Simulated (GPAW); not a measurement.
**How the plane-wave cutoff moves the magnetism of free-standing triangular Mo monolayer, spacing 2.74 A**

Wanted: the cheapest choice of the plane-wave cutoff that holds the magnetic results of free-standing triangular Mo monolayer, spacing 2.74 A.

Calculated with GPAW 26.7.0; revPBE; plane waves with GPAW's PAW setups, scalar-relativistic.

## (1) Set-up

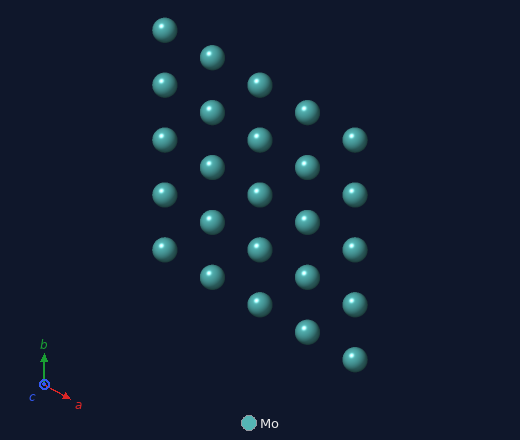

Start, viewed from above; molybdenum teal. 4×4×1 cells are drawn. Some periodic images of atoms are drawn too.

The cell holds 1 atom: 1 Mo. Its edges and angles: a = 2.740 Å, b = 2.740 Å, c = 14.000 Å, α = 90.0°, β = 90.0°, γ = 120.0°. model lattice. Vacuum lies along c.

## (2) Rung 1 (250 eV), start ferro +

The ladder starts at a low cutoff and climbs, to see from where on the results stand still.

Contents of order1.py:

```python
import json
import numpy as np
from ase import Atoms
from ase.parallel import paropen, parprint
from gpaw import GPAW

atoms = Atoms(['Mo'],
    cell=[[2.74, 0.0, 0.0],
         [-1.37, 2.37291, 0.0],
         [0.0, 0.0, 14.0]],
    scaled_positions=[[0.0, 0.0, 0.5]],
    pbc=True,
    magmoms=[1.0])
atoms.calc = GPAW(mode={'name': 'pw', 'ecut': 250},
    xc='revPBE',
    kpts={'size': (12, 12, 1), 'gamma': True},
    occupations={'name': 'fermi-dirac', 'width': 0.05},
    convergence={'density': 1e-05, 'energy': 1e-05},
    maxiter=200,
    symmetry={'tolerance': 1e-4},
    txt='order1.txt')
e = atoms.get_potential_energy(force_consistent=True)
res = {'free_energy': e, 'energy_sigma0': atoms.get_potential_energy(), 'fermi_energy': atoms.calc.get_fermi_level()}
res['moments'] = atoms.get_magnetic_moments().tolist()
res['total'] = atoms.get_magnetic_moment()
parprint('site moments (muB):', np.round(res['moments'], 3))
parprint(f"total moment: {res['total']:.3f} muB")
parprint(f'free energy: {e:.6f} eV')
atoms.calc.write('order1.gpw')
with paropen('results.json', 'w') as f:
    json.dump(res, f)
```

Launch:

```
$ OMP_NUM_THREADS=1 python3 order1.py > order1.log
```

Numbers of over 12 decimals in the logs are rounded to 6 here.

Output:

```text
site moments (muB): [0.]
total moment: 0.000 muB
free energy: -7.825865 eV

--- order1.txt ---
Input parameters:
  mode=PW(ecut=250),
  convergence={'density': 1e-05, 'energy': 1e-05},
  kpts=MonkhorstPack(size=(12, 12, 1), gamma=True),
  maxiter=200,
  occupations=Occupations(name='fermi-dirac', width=0.05),
  symmetry=Symmetry(tolerance=0.0001),
  xc=XC(name='revPBE')

Diagonalizing LCAO Hamiltonian
Converting LCAO to pw mode

       Mo

Atoms  # Å, Bohr magnetons
|   | symbol |        x |        y |        z |    initial magnetic moments |
|---|--------|----------|----------|----------|-----------------------------|
| 0 |     Mo | 0.000000 | 0.000000 | 7.000000 | ( 0.0000,  0.0000,  1.0000) |

Unit cell  # Å
| periodic |         x |        y |         z |   lengths |     angles |
|----------|-----------|----------|-----------|-----------|------------|
|      yes |  2.740000 | 0.000000 |  0.000000 |  2.740000 |  90.000000 |
|      yes | -1.370000 | 2.372910 |  0.000000 |  2.740000 |  90.000000 |
|      yes |  0.000000 | 0.000000 | 14.000000 | 14.000000 | 119.999996 |

Number of symmetries: 24

BZ-sampling:
  Number of BZ points: 144
  Number of IBZ points: 19

  Monkhorst-Pack size: [12, 12, 1]
  Monkhorst-Pack shift: [0.041667, 0.041667, 0.0]

Plane wave coefficients: 853
Cutoff: 250.0 eV

Spin-components: 2 (collinear spins)
Bands:           13
Projectors:      6
Spin-degeneracy: 1
Datatype:        complex128

Parallelization:
  kpt:    1
  domain: 1
  band:   1

Density:
  Valence electrons: 14.0
  Components: 2
  Grid points: [10 10 54]
  Charge: 0.0  # |e|

Potential:
  Grid points: [10 10 54]

[... setups left out ...]
Reference energy: -110139.510921  # eV

eigensolver:
  PPCG
  Converge bands: occupied
  niter=2

density mixing:
  MSR1-Mixer
  Pratt-step length: 0.05
  Maximum mixing coefficient: 0.75
  Old densities: 10
  SVD Regularization: 0.005
  Good broyden scale: 1.0
  Trust region scale: 1.0
  Backstep threshold: 4.0
  History deletion threshold: 6.0
  Fourier metric: weight=20.0, sigma=0.015

occupation numbers:
  Fermi-Dirac:
    width: 0.0500  # eV

poisson solver:
  ecut: 2000.0  # eV

xc functional:
  name: revPBE with 2 nearest neighbor stencil

convergence criteria:
- Maximum integral of absolute [dens]ity change: 1e-05 electrons / valence electron
- Maximum [total energy] change in last 3 cyles: 1e-05 eV / valence electron
- Maximum integral of absolute [eigenst]ate change: 4e-08 eV^2 / valence electron
maximum number of iterations: 200

SCF iterations
|iter     |      energy | eigst |  dens |  magmom |
|---------|-------------|-------|-------|---------|
|iter:   1|       0s |   -8.265215 | -0.00 |       |  +0.9879|
|iter:   2|       0s |   -8.162992 | -1.66 | -0.89 |  +0.9614|
|iter:   3|       1s |   -7.792200 | -1.04 | -0.93 |  +0.5904|
|iter:   4|       1s |   -7.806537 | -2.64 | -1.47 |  +0.4297|
|iter:   5|       2s |   -7.812832 | -3.33 | -1.69 |  +0.3150|
|iter:   6|       3s |   -7.816689 | -3.76 | -1.90 |  +0.1728|
|iter:   7|       3s |   -7.818194 | -3.92 | -2.29 |  +0.0708|
|iter:   8|       4s |   -7.818529 | -4.14 | -2.76 |  +0.0153|
|iter:   9|       4s |   -7.818570 | -4.71 | -3.11 |  -0.0004|
|iter:  10|       5s |   -7.818596c| -5.69 | -3.42 |  +0.0008|
|iter:  11|       5s |   -7.818588c| -6.53 | -3.80 |  +0.0016|
|iter:  12|       6s |   -7.818588c| -7.26 | -4.21 |  +0.0008|
|iter:  13|       6s |   -7.818589c| -7.61c| -4.63 |  +0.0003|
|iter:  14|       6s |   -7.818589c| -7.83c| -5.15c|  +0.0000|

Converged in 14 steps
Energy contributions relative to reference atoms: (reference = -110139.510921)

Energy contributions:
  Kinetic:         -16.568688
  Coulomb:          10.677860
  Zero:              0.106239
  External:          0.000000
  Xc:               -2.026726
  Entropy:          -0.014551
  Spinorbit:         0.000000
  ----------------------------
  Free energy:      -7.825865
  Extrapolated:     -7.818589

dipole moment: (-5.098968, -8.831673, 0.000001)  # |e|*Ang

Total magnetic moment: (0.000000, 0.000000, 0.000039)

Local magnetic moments
|        x |        y |        z |
|----------|----------|----------|
| 0.000000 | 0.000000 | 0.000020 |  # Mo   0

Fermi level: -1.718
Eigenvalues  # (at kpt = [-0.000, -0.000, 0.000])
| band index |      eig [eV] | occ [0-1] |      eig [eV] | occ [0-1] |
|------------|---------------|-----------|---------------|-----------|
|          0 |       -62.809 |     1.000 |       -62.809 |     1.000 |
|          1 |       -37.054 |     1.000 |       -37.053 |     1.000 |
|          2 |       -36.068 |     1.000 |       -36.068 |     1.000 |
|          3 |       -36.068 |     1.000 |       -36.068 |     1.000 |
|          4 |        -6.476 |     1.000 |        -6.476 |     1.000 |
|          5 |        -3.183 |     1.000 |        -3.183 |     1.000 |
|          6 |        -2.017 |     0.997 |        -2.017 |     0.997 |
|          7 |        -2.017 |     0.997 |        -2.017 |     0.997 |
|          8 |        -0.984 |     0.000 |        -0.984 |     0.000 |
|          9 |         0.802 |     0.000 |         0.802 |     0.000 |
|         10 |         0.802 |     0.000 |         0.802 |     0.000 |
|         11 |         2.788 |     0.000 |         2.788 |     0.000 |
|         12 |         3.675 |     0.000 |         3.675 |     0.000 |

No gap
No difference between direct/indirect transitions
```

Wall time 9.2 s (1 MPI rank of Intel Xeon Platinum 8488C (Sapphire Rapids), shared host); peak memory 0.14 GiB.

The spin moment in the augmentation sphere vanishes on all atoms.

Numbers from this step:

* final state: non-magnetic

After 14 cycles the seed has died away: no moment is left.

## (3) Rung 1 (250 eV), start antiferro q=(0,1/2,0) +-

The second start gives the energy difference between the two end states, the quantity that is followed up the ladder. Its q is in fractions of the reciprocal vectors of the first run's cell.

order2.py is the script of step 2 with these lines changed:

```diff
@@ -6,12 +6,13 @@
 
-atoms = Atoms(['Mo'],
+atoms = Atoms(['Mo', 'Mo'],
     cell=[[2.74, 0.0, 0.0],
-         [-1.37, 2.37291, 0.0],
+         [-2.74, 4.74582, 0.0],
          [0.0, 0.0, 14.0]],
-    scaled_positions=[[0.0, 0.0, 0.5]],
+    scaled_positions=[[0.0, 0.0, 0.5],
+         [0.0, 0.5, 0.5]],
     pbc=True,
-    magmoms=[1.0])
+    magmoms=[1.0, -1.0])
 atoms.calc = GPAW(mode={'name': 'pw', 'ecut': 250},
     xc='revPBE',
-    kpts={'size': (12, 12, 1), 'gamma': True},
+    kpts={'size': (12, 6, 1), 'gamma': True},
     occupations={'name': 'fermi-dirac', 'width': 0.05},
@@ -20,3 +21,3 @@
     symmetry={'tolerance': 1e-4},
-    txt='order1.txt')
+    txt='order2.txt')
 e = atoms.get_potential_energy(force_consistent=True)
@@ -28,3 +29,3 @@
 parprint(f'free energy: {e:.6f} eV')
-atoms.calc.write('order1.gpw')
+atoms.calc.write('order2.gpw')
 with paropen('results.json', 'w') as f:
```

Launch:

```
$ OMP_NUM_THREADS=1 python3 order2.py > order2.log
```

Output:

```text
site moments (muB): [ 0.591 -0.591]
total moment: -0.000 muB
free energy: -15.674166 eV

--- order2.txt ---
Input parameters:
  mode=PW(ecut=250),
  convergence={'density': 1e-05, 'energy': 1e-05},
  kpts=MonkhorstPack(size=(12, 6, 1), gamma=True),
  maxiter=200,
  occupations=Occupations(name='fermi-dirac', width=0.05),
  symmetry=Symmetry(tolerance=0.0001),
  xc=XC(name='revPBE')

Diagonalizing LCAO Hamiltonian
Converting LCAO to pw mode

         Mo
          Mo

Atoms  # Å, Bohr magnetons
|   | symbol |         x |        y |        z |    initial magnetic moments |
|---|--------|-----------|----------|----------|-----------------------------|
| 0 |     Mo |  0.000000 | 0.000000 | 7.000000 | ( 0.0000,  0.0000,  1.0000) |
| 1 |     Mo | -1.370000 | 2.372910 | 7.000000 | ( 0.0000,  0.0000, -1.0000) |

Number of symmetries: 4

BZ-sampling:
  Number of BZ points: 72
  Number of IBZ points: 38

  Monkhorst-Pack size: [12, 6, 1]
  Monkhorst-Pack shift: [0.041667, 0.083333, 0.0]

Plane wave coefficients: 1658
Cutoff: 250.0 eV

Spin-components: 2 (collinear spins)
Bands:           21
Projectors:      12
Spin-degeneracy: 1
Datatype:        complex128

Parallelization:
  kpt:    1
  domain: 1
  band:   1

Density:
  Valence electrons: 28.0
  Components: 2
  Grid points: [10 20 54]
  Charge: 0.0  # |e|

Potential:
  Grid points: [10 20 54]

[... setups left out ...]
Reference energy: -220279.021842  # eV

convergence criteria:
- Maximum integral of absolute [dens]ity change: 1e-05 electrons / valence electron
- Maximum [total energy] change in last 3 cyles: 1e-05 eV / valence electron
[...]
|iter:  17|      41s |  -15.661673c| -5.05 | -3.66 |  -0.0000|
|iter:  18|      44s |  -15.661681c| -5.87 | -3.78 |  -0.0000|
|iter:  19|      46s |  -15.661681c| -7.40c| -4.84 |  -0.0000|
|iter:  20|      48s |  -15.661681c| -7.99c| -5.26c|  -0.0000|

Converged in 20 steps
Energy contributions relative to reference atoms: (reference = -220279.021842)

Energy contributions:
  Kinetic:         -30.889831
  Coulomb:          19.681428
  Zero:              0.201071
  External:          0.000000
  Xc:               -4.641863
  Entropy:          -0.024971
  Spinorbit:         0.000000
  ----------------------------
  Free energy:     -15.674166
  Extrapolated:    -15.661681

dipole moment: (-10.195248, -17.658689, 0.000003)  # |e|*Ang

Total magnetic moment: (0.000000, 0.000000, -0.000009)

Local magnetic moments
|        x |        y |         z |
|----------|----------|-----------|
| 0.000000 | 0.000000 |  0.590833 |  # Mo   0
| 0.000000 | 0.000000 | -0.590840 |  # Mo   1

Fermi level: -1.646
Eigenvalues  # (at kpt = [-0.000, 0.000, 0.000])
| band index |      eig [eV] | occ [0-1] |      eig [eV] | occ [0-1] |
|------------|---------------|-----------|---------------|-----------|
|          0 |       -62.821 |     1.000 |       -62.821 |     1.000 |
|        ... |               |           |               |           |
|          6 |       -35.939 |     1.000 |       -35.939 |     1.000 |
|          7 |       -35.896 |     1.000 |       -35.896 |     1.000 |
|          8 |        -6.408 |     1.000 |        -6.408 |     1.000 |
|          9 |        -5.485 |     1.000 |        -5.485 |     1.000 |
[...]
|         17 |         0.923 |     0.000 |         0.923 |     0.000 |
|         18 |         0.968 |     0.000 |         0.968 |     0.000 |
|         19 |         1.850 |     0.000 |         1.850 |     0.000 |
|         20 |         3.078 |     0.000 |         3.078 |     0.000 |

No gap
No difference between direct/indirect transitions
```

Run time: 53 s. Hardware: 1 MPI rank; peak memory 0.2 GiB.

Spin moment in the augmentation sphere by atom:

```tsv
atom	spin moment in the augmentation sphere (μB)
Mo1	0.591
Mo2	-0.591
```

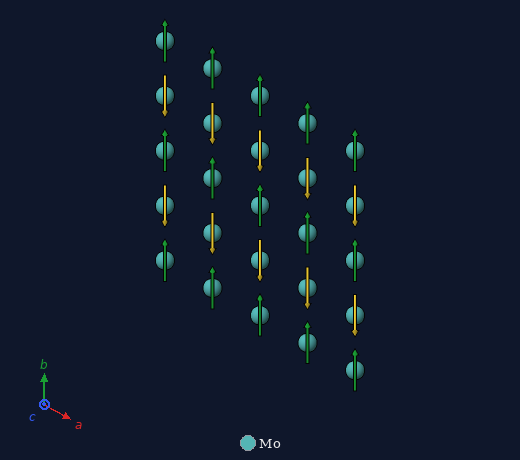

Spin moment in the augmentation sphere as arrows, the longest 0.591 μB. Up and down stand for the sign. Arrows give size and sign along the axis of quantisation, drawn up and down the page. The two directions have two colours. 4×2×1 cells are drawn. Some periodic images of atoms are drawn too.

Numbers from this step:

| Item | Value |
| --- | --- |
| magnetization | 0 μB |
| final state | antiferromagnetic |

This start lies -11.2 meV a seeded atom from the first; its largest moment is 0.591 μB.

## (4) Rung 2 (325 eV), start ferro +

order1.py is the script of step 2 with these lines changed:

```diff
@@ -13,3 +13,3 @@
     magmoms=[1.0])
-atoms.calc = GPAW(mode={'name': 'pw', 'ecut': 250},
+atoms.calc = GPAW(mode={'name': 'pw', 'ecut': 325},
     xc='revPBE',
```

Launch:

```
$ OMP_NUM_THREADS=1 python3 order1.py > order1.log
```

Output:

```text
site moments (muB): [0.]
total moment: 0.000 muB
free energy: -8.209974 eV

--- order1.txt ---
Input parameters:
  mode=PW(ecut=325),
  convergence={'density': 1e-05, 'energy': 1e-05},
  kpts=MonkhorstPack(size=(12, 12, 1), gamma=True),
  maxiter=200,
  occupations=Occupations(name='fermi-dirac', width=0.05),
  symmetry=Symmetry(tolerance=0.0001),
  xc=XC(name='revPBE')

Diagonalizing LCAO Hamiltonian
[...]
|          3 |       -36.051 |     1.000 |       -36.051 |     1.000 |
|          4 |        -6.444 |     1.000 |        -6.444 |     1.000 |
[...]
|          9 |         0.775 |     0.000 |         0.775 |     0.000 |
|         10 |         0.775 |     0.000 |         0.775 |     0.000 |
|         11 |         2.792 |     0.000 |         2.792 |     0.000 |
|         12 |         3.668 |     0.000 |         3.668 |     0.000 |

No gap
No difference between direct/indirect transitions


[key lines of the parts left out:]
Free energy:      -8.209974
Converged in 15 steps
dipole moment: (-5.104788, -8.841754, 0.000001)  # |e|*Ang
Fermi level: -1.722
```

Wall time 12 s (1 MPI rank); peak memory 0.15 GiB.

This step gave:

| Quantity | Value |
| --- | --- |
| final state | non-magnetic |

After 15 cycles the seed has died away: no moment is left.

## (5) Rung 2 (325 eV), start antiferro q=(0,1/2,0) +-

order2.py is the script of step 3 with these lines changed:

```diff
@@ -14,3 +14,3 @@
     magmoms=[1.0, -1.0])
-atoms.calc = GPAW(mode={'name': 'pw', 'ecut': 250},
+atoms.calc = GPAW(mode={'name': 'pw', 'ecut': 325},
     xc='revPBE',
```

Launch:

```
$ OMP_NUM_THREADS=1 python3 order2.py > order2.log
```

Output:

```text
site moments (muB): [ 0.621 -0.621]
total moment: -0.000 muB
free energy: -16.447011 eV

--- order2.txt ---
Input parameters:
  mode=PW(ecut=325),
  convergence={'density': 1e-05, 'energy': 1e-05},
  kpts=MonkhorstPack(size=(12, 6, 1), gamma=True),
  maxiter=200,
  occupations=Occupations(name='fermi-dirac', width=0.05),
  symmetry=Symmetry(tolerance=0.0001),
  xc=XC(name='revPBE')

Diagonalizing LCAO Hamiltonian
[...]
|          8 |        -6.377 |     1.000 |        -6.377 |     1.000 |
|          9 |        -5.461 |     1.000 |        -5.461 |     1.000 |
[...]
|         17 |         0.902 |     0.000 |         0.902 |     0.000 |
|         18 |         0.951 |     0.000 |         0.951 |     0.000 |
|         19 |         1.844 |     0.000 |         1.844 |     0.000 |
|         20 |         2.988 |     0.000 |         2.988 |     0.000 |

No gap
No difference between direct/indirect transitions


[key lines of the parts left out:]
Free energy:     -16.447011
Converged in 19 steps
dipole moment: (-10.206528, -17.678228, 0.000003)  # |e|*Ang
Fermi level: -1.654
```

It took 78 s on 1 MPI rank; peak memory 0.25 GiB.

Read from the output:

| Property | Result |
| --- | --- |
| magnetization | 0 μB |
| final state | antiferromagnetic |
| largest moment | 0.6213 μB |

This start lies -13.5 meV a seeded atom from the first, a change of -2.3 meV since rung 1; its largest moment is 0.621 μB.

## (6) Rung 3 (400 eV), start ferro +

order1.py is the script of step 4 with these lines changed:

```diff
@@ -13,3 +13,3 @@
     magmoms=[1.0])
-atoms.calc = GPAW(mode={'name': 'pw', 'ecut': 325},
+atoms.calc = GPAW(mode={'name': 'pw', 'ecut': 400},
     xc='revPBE',
```

Launch:

```
$ OMP_NUM_THREADS=1 python3 order1.py > order1.log
```

Output:

```text
site moments (muB): [0.]
total moment: 0.000 muB
free energy: -8.329386 eV

--- order1.txt ---
Input parameters:
  mode=PW(ecut=400),
  convergence={'density': 1e-05, 'energy': 1e-05},
  kpts=MonkhorstPack(size=(12, 12, 1), gamma=True),
  maxiter=200,
  occupations=Occupations(name='fermi-dirac', width=0.05),
  symmetry=Symmetry(tolerance=0.0001),
  xc=XC(name='revPBE')

Diagonalizing LCAO Hamiltonian
[...]
|          3 |       -36.028 |     1.000 |       -36.028 |     1.000 |
|          4 |        -6.435 |     1.000 |        -6.435 |     1.000 |
[...]
|          9 |         0.767 |     0.000 |         0.767 |     0.000 |
|         10 |         0.767 |     0.000 |         0.767 |     0.000 |
|         11 |         2.797 |     0.000 |         2.797 |     0.000 |
|         12 |         3.664 |     0.000 |         3.664 |     0.000 |

No gap
No difference between direct/indirect transitions


[key lines of the parts left out:]
Free energy:      -8.329386
Converged in 15 steps
dipole moment: (-5.103796, -8.840035, 0.000001)  # |e|*Ang
Fermi level: -1.721
```

Elapsed: 16 s, on 1 MPI rank; peak memory 0.17 GiB.

Read from the output:

```
final state : non-magnetic
```

After 15 cycles the seed has died away: no moment is left.

## (7) Rung 3 (400 eV), start antiferro q=(0,1/2,0) +-

order2.py is the script of step 5 with these lines changed:

```diff
@@ -14,3 +14,3 @@
     magmoms=[1.0, -1.0])
-atoms.calc = GPAW(mode={'name': 'pw', 'ecut': 325},
+atoms.calc = GPAW(mode={'name': 'pw', 'ecut': 400},
     xc='revPBE',
```

Launch:

```
$ OMP_NUM_THREADS=1 python3 order2.py > order2.log
```

Output:

```text
site moments (muB): [ 0.626 -0.626]
total moment: 0.000 muB
free energy: -16.686091 eV

--- order2.txt ---
Input parameters:
  mode=PW(ecut=400),
  convergence={'density': 1e-05, 'energy': 1e-05},
  kpts=MonkhorstPack(size=(12, 6, 1), gamma=True),
  maxiter=200,
  occupations=Occupations(name='fermi-dirac', width=0.05),
  symmetry=Symmetry(tolerance=0.0001),
  xc=XC(name='revPBE')

Diagonalizing LCAO Hamiltonian
[...]
|          8 |        -6.369 |     1.000 |        -6.369 |     1.000 |
|          9 |        -5.459 |     1.000 |        -5.459 |     1.000 |
[...]
|         17 |         0.893 |     0.000 |         0.893 |     0.000 |
|         18 |         0.943 |     0.000 |         0.943 |     0.000 |
|         19 |         1.847 |     0.000 |         1.847 |     0.000 |
|         20 |         2.991 |     0.000 |         2.991 |     0.000 |

No gap
No difference between direct/indirect transitions


[key lines of the parts left out:]
Free energy:     -16.686091
Converged in 21 steps
dipole moment: (-10.204527, -17.674761, 0.000003)  # |e|*Ang
Fermi level: -1.654
```

Run time: 2.2 min. Hardware: 1 MPI rank; peak memory 0.3 GiB.

This step gave:

```yaml
magnetization: 0 μB
final_state: antiferromagnetic
largest_moment: 0.6259 μB
```

This start lies -13.7 meV a seeded atom from the first, a change of -0.1 meV since rung 2; its largest moment is 0.626 μB.

## (8) Rung 4 (500 eV), start ferro +

order1.py is the script of step 6 with these lines changed:

```diff
@@ -13,3 +13,3 @@
     magmoms=[1.0])
-atoms.calc = GPAW(mode={'name': 'pw', 'ecut': 400},
+atoms.calc = GPAW(mode={'name': 'pw', 'ecut': 500},
     xc='revPBE',
```

Launch:

```
$ OMP_NUM_THREADS=1 python3 order1.py > order1.log
```

Output:

```text
site moments (muB): [0.]
total moment: 0.000 muB
free energy: -8.350570 eV

--- order1.txt ---
Input parameters:
  mode=PW(ecut=500),
  convergence={'density': 1e-05, 'energy': 1e-05},
  kpts=MonkhorstPack(size=(12, 12, 1), gamma=True),
  maxiter=200,
  occupations=Occupations(name='fermi-dirac', width=0.05),
  symmetry=Symmetry(tolerance=0.0001),
  xc=XC(name='revPBE')

Diagonalizing LCAO Hamiltonian
[...]
|          3 |       -36.022 |     1.000 |       -36.022 |     1.000 |
|          4 |        -6.435 |     1.000 |        -6.435 |     1.000 |
[...]
|          9 |         0.765 |     0.000 |         0.765 |     0.000 |
|         10 |         0.765 |     0.000 |         0.765 |     0.000 |
|         11 |         2.795 |     0.000 |         2.795 |     0.000 |
|         12 |         3.660 |     0.000 |         3.660 |     0.000 |

No gap
No difference between direct/indirect transitions


[key lines of the parts left out:]
Free energy:      -8.350570
Converged in 15 steps
dipole moment: (-5.103397, -8.839345, 0.000001)  # |e|*Ang
Fermi level: -1.721
```

Run time: 22 s. Hardware: 1 MPI rank; peak memory 0.19 GiB.

This step gave:

```yaml
final_state: non-magnetic
```

After 15 cycles the seed has died away: no moment is left.

[end of part 1 of 2]

[Logs and program files are shortened in this print: banners, set-up blocks, solver, clock and traceback lines can be left out without a mark of their own.]

[Logs are printed without paths, hosts, clocks, repeated set-up lines and the standing remarks that a program may print on its own settings, such as how far it seeks lower states.]

[Hosts, paths, dates, database ids (printed as entryN), source tags and the programs' standing remarks are cut or masked in the printed files.]

[Where a cell is said to come from a database of computed structures, the database is the Materials Project.]
